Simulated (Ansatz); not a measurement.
Breaking the In1–Cl2 bond in InCl (multiplicity 1 held). Energies count from the point at 2.441 Å.


Unrestricted levels (U-) break spin symmetry where that is lower. Active spaces are followed from rest. Levels need not reach the same state.

Cores are frozen in the correlated methods. Filled d and f shells under p-block atoms count as core.

Codes used: Ansatz (Gaussian orbitals). Each number belongs to the level named beside it. In def2 rows elements past Kr take small-core potentials, without spin–orbit coupling.

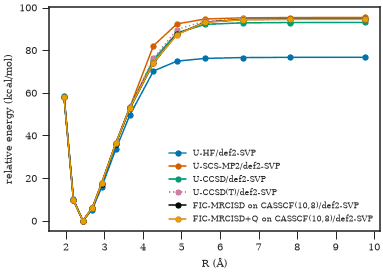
Figure: Relative energy along the coordinate

Doubts at one or more of the structures used: a spin-contaminated determinant (U-HF/def2-SVP, U-SCS-MP2/def2-SVP, U-CCSD/def2-SVP, U-CCSD(T)/def2-SVP); other coupled-cluster roots lie near (U-CCSD/def2-SVP, U-CCSD(T)/def2-SVP); T1 above 0.05 (U-CCSD/def2-SVP, U-CCSD(T)/def2-SVP); the program's own flag: other amplitudes (U-CCSD/def2-SVP, U-CCSD(T)/def2-SVP); the program's own flag: lower state (U-CCSD/def2-SVP, U-CCSD(T)/def2-SVP).

Ansatz is an electronic-structure program.
